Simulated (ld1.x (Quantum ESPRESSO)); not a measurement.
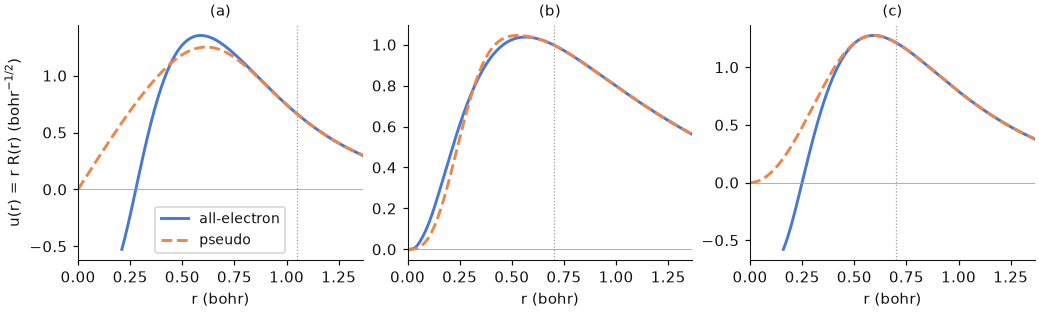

All-electron valence functions (solid) with their pseudo partners (dashed). Dotted lines mark the matching radii. The all-electron curves start outside the innermost oscillations, which aren't drawn.

ld1.x (Quantum ESPRESSO) 7.5, PBEsol, scalar-relativistic. The levels are (a) -133.55 eV, (b) -14.77 eV, (c) -87.89 eV.

Question: Identify the atom and the shell in each panel.

Answer: Zinc (Zn), core [Ne], valence 3s2 3p6 3d10 4s1.5 4p0 (charge +0.5): (a) 3s, (b) 3d, (c) 3p.

Question: Are the pseudo-waves norm-conserving?

Answer: Yes. The TM scheme keeps the all-electron norm inside the radius.

The potential isn't sound: the pseudo-atom misses its own reference levels by up to 0.40 eV.
